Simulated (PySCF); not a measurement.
# Si3H6 (SMILES [SiH2]1[SiH2][SiH2]1): levels of theory compared

Wanted: a comparison of 6 runs (HF/def2-SVP, BLYP/3-21G, B3LYP/cc-pVDZ, M06-2X/def2-SVP, PBE0/def2-SVP, B2PLYP/def2-TZVP) of Si3H6. Input form: a Python script.

Program for the calculation: PySCF 2.14.0.

### Step 1. The system as given

Si3H6 has 9 atoms, charge 0, and is taken as a singlet. As SMILES, `[SiH2]1[SiH2][SiH2]1`. The shape is that of a PBE0-D4/def2-TZVP optimisation.

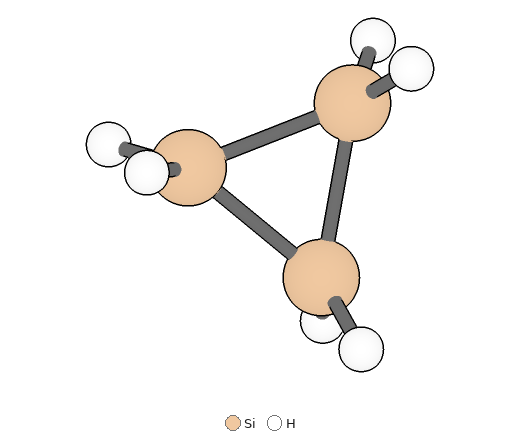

The structure, seen from a chosen angle (silicon light orange, hydrogen white).

### Step 2. Energy and gradient at HF/def2-SVP (run 1)

Contents of calc.py:

```python
from pyscf import gto

mol = gto.M(
    atom=[
    ('Si', (-1.199300, -0.172100, -0.584000)),
    ('Si', (0.903000, 0.831000, -0.550500)),
    ('Si', (0.296900, -0.660200, 1.133600)),
    ('H', (-1.471300, -1.214000, -1.604800)),
    ('H', (-2.386800, 0.661400, -0.273000)),
    ('H', (1.910400, 0.400500, -1.551100)),
    ('H', (0.993300, 2.274300, -0.218200)),
    ('H', (0.935100, -1.999400, 1.160100)),
    ('H', (0.018700, -0.121600, 2.487900)),
],
    verbose=4,
    max_memory=1860,
    spin=0,
    basis='def2-svp',
)

mf = mol.RHF()
mf.conv_tol = 1e-10
mf.kernel()
if not mf.converged:
    mf = mf.newton().run(mf.mo_coeff, mf.mo_occ)

e_tot = mf.e_tot
print(f'total energy: {e_tot:.8f} hartree')
grad = mf.nuc_grad_method().kernel()
mf.analyze()
```

Command:

```sh
$ OMP_NUM_THREADS=1 python calc.py
```

The program printed:

```text
PySCF version 2.14.0

[... 76 lines left out ...]
Nuclear Repulsion Energy =             192.610698267995701
[... 12 lines left out ...]
MO #7   energy= -4.23761600304996  occ= 2
[... 10 lines left out ...]
MO #18  energy= -0.657471399059289 occ= 2
[... 10 lines left out ...]
MO #29  energy= 0.157123073675641  occ= 0
[... 10 lines left out ...]
MO #40  energy= 0.474864674803694  occ= 0
[... 10 lines left out ...]
MO #51  energy= 0.717996562315824  occ= 0
[... 10 lines left out ...]
MO #62  energy= 1.15679167131346   occ= 0
[... 10 lines left out ...]
MO #73  energy= 1.8533914855321    occ= 0
[... 10 lines left out ...]
MO #84  energy= 2.51751679364615   occ= 0
[... 96 lines left out ...]
Dipole moment(X, Y, Z, Debye):  0.00127, -0.00278, -0.00195
```

Wall time 14 s (1 thread of Intel Xeon at 2.50GHz (Skylake/Cascade Lake), shared host); peak memory 0.17 GiB.

### Step 3. Energy and gradient at BLYP/3-21G (run 2)

Contents of job.py:

```python
# [SiH2]1[SiH2][SiH2]1
import pyscf.grad
from pyscf import gto, dft

molecule = gto.M(
    atom=[
    ('Si', (-1.199300, -0.172100, -0.584000)),
    ('Si', (0.903000, 0.831000, -0.550500)),
    ('Si', (0.296900, -0.660200, 1.133600)),
    ('H', (-1.471300, -1.214000, -1.604800)),
    ('H', (-2.386800, 0.661400, -0.273000)),
    ('H', (1.910400, 0.400500, -1.551100)),
    ('H', (0.993300, 2.274300, -0.218200)),
    ('H', (0.935100, -1.999400, 1.160100)),
    ('H', (0.018700, -0.121600, 2.487900)),
],
    max_memory=1860,
    spin=0,
    basis='3-21g',
    verbose=4,
)

mf = dft.RKS(molecule)
mf.xc = 'blyp'
mf.conv_tol = 1e-10
mf.grids.level = 5
mf.kernel()
if not mf.converged:
    mf = mf.newton().run(mf.mo_coeff, mf.mo_occ)

e_tot = mf.e_tot
print('E = %.10f Eh' % e_tot)
grad = mf.Gradients().kernel()
mf.analyze()
```

Command:

```sh
$ OMP_NUM_THREADS=1 python job.py
```

The program printed:

```text
PySCF version 2.14.0

[... 88 lines left out ...]
Total Energy =                        -867.357788611491287
[... 8 lines left out ...]
MO #2   energy= -64.9955393876864  occ= 2
[... 6 lines left out ...]
MO #9   energy= -3.43776714853906  occ= 2
[... 6 lines left out ...]
MO #16  energy= -0.553370170949605 occ= 2
[... 6 lines left out ...]
MO #23  energy= -0.218774540603024 occ= 2
[... 6 lines left out ...]
MO #30  energy= 0.0803559994128932 occ= 0
[... 6 lines left out ...]
MO #37  energy= 0.284313508828969  occ= 0
[... 6 lines left out ...]
MO #44  energy= 0.482588325479694  occ= 0
[... 6 lines left out ...]
MO #51  energy= 1.07434328830374   occ= 0
[... 63 lines left out ...]
Dipole moment(X, Y, Z, Debye):  0.00102, -0.00216, -0.00151
```

Run time: 21 s. Hardware: 1 thread of Intel Xeon at 2.50GHz (Skylake/Cascade Lake), shared host; peak memory 0.53 GiB.

Runs 3 to 5 aren't shown in full; the table further down has their settings and results.

### Step 4. The energy at B2PLYP/def2-TZVP (run 6)

Changes to calc.py since step 2:

```diff
@@ -1,2 +1,3 @@
-from pyscf import gto
+# [SiH2]1[SiH2][SiH2]1
+from pyscf import gto, dft, mp
 
@@ -14,9 +15,10 @@
 ],
-    verbose=4,
+    verbose=3,
+    basis='def2-tzvp',
     max_memory=1860,
-    spin=0,
-    basis='def2-svp',
 )
 
-mf = mol.RHF()
+mf = dft.RKS(mol)
+mf.xc = '0.53*HF + 0.47*B88, 0.73*LYP'
+mf.grids.level = 5
 mf.conv_tol = 1e-10
@@ -26,5 +28,6 @@
 
-e_tot = mf.e_tot
-print(f'total energy: {e_tot:.8f} hartree')
-grad = mf.nuc_grad_method().kernel()
+pt = mp.MP2(mf, frozen=15).run()
+etot = mf.e_tot + 0.27 * pt.e_corr
+print('PT2 part  %.8f' % (0.27 * pt.e_corr))
+print(f'total energy: {etot:.8f} hartree')
 mf.analyze()
```

Command:

```sh
$ OMP_NUM_THREADS=1 python calc.py
```

The program printed:

```text
converged SCF energy = -871.561592809291
[... 7 lines left out ...]
MO #3   energy= -67.2224741124147  occ= 2
[... 17 lines left out ...]
MO #21  energy= -0.405880326089232 occ= 2
[... 17 lines left out ...]
MO #39  energy= 0.222806221183282  occ= 0
[... 17 lines left out ...]
MO #57  energy= 0.470380678386318  occ= 0
[... 17 lines left out ...]
MO #75  energy= 1.05609969557564   occ= 0
[... 17 lines left out ...]
MO #93  energy= 1.28416649320347   occ= 0
[... 17 lines left out ...]
MO #111 energy= 1.98051799656336   occ= 0
[... 17 lines left out ...]
MO #129 energy= 2.53623548165167   occ= 0
[... 17 lines left out ...]
MO #147 energy= 10.867573735054    occ= 0
[... 10 lines left out ...]
Dipole moment(X, Y, Z, Debye):  0.00107, -0.00234, -0.00163
```

Run time: 61 s. Hardware: 1 thread of Intel Xeon at 2.50GHz (Skylake/Cascade Lake), shared host; peak memory 0.98 GiB.

### Step 5. All runs side by side

```csv
run,level,integration grid,task,energy (Eh),dipole moment (D),HOMO energy (eV),LUMO energy (eV),wall time
1,HF/def2-SVP,–,gradient,-869.959162,0.00,-9.16,2.36,14 s
2,BLYP/3-21G,5,gradient,-867.357789,0.00,-5.95,-0.69,21 s
3,B3LYP/cc-pVDZ,5,gradient,-872.087604,0.00,-6.67,-0.93,55 s
4,M06-2X/def2-SVP,5,gradient,-871.692608,0.00,-7.84,-0.22,65 s
5,PBE0/def2-SVP,5,gradient,-871.392318,0.00,-6.99,-1.06,41 s
6,B2PLYP/def2-TZVP,5,energy,-871.680443,0.00,-7.69,0.22,61 s
```

### Step 6. Summary of results

| quantity | value |
| --- | --- |
| run 6: total energy | -871.68044 Eh |
| run 6: dipole moment (SCF part) | 0.00 D |
| run 6: HOMO energy (SCF part's orbitals) | -7.69 eV |
| run 6: LUMO energy (SCF part's orbitals) | 0.22 eV |
| run 6: HOMO–LUMO gap (SCF part's orbitals) | 7.91 eV |

In words: The HOMO–LUMO gap runs from 5.26 eV (BLYP/3-21G) to 11.53 eV (HF/def2-SVP). The two ends differ in method and basis. Totals of different functionals can't be ranked against each other. All runs together took 4.3 min, the longest 65 s.
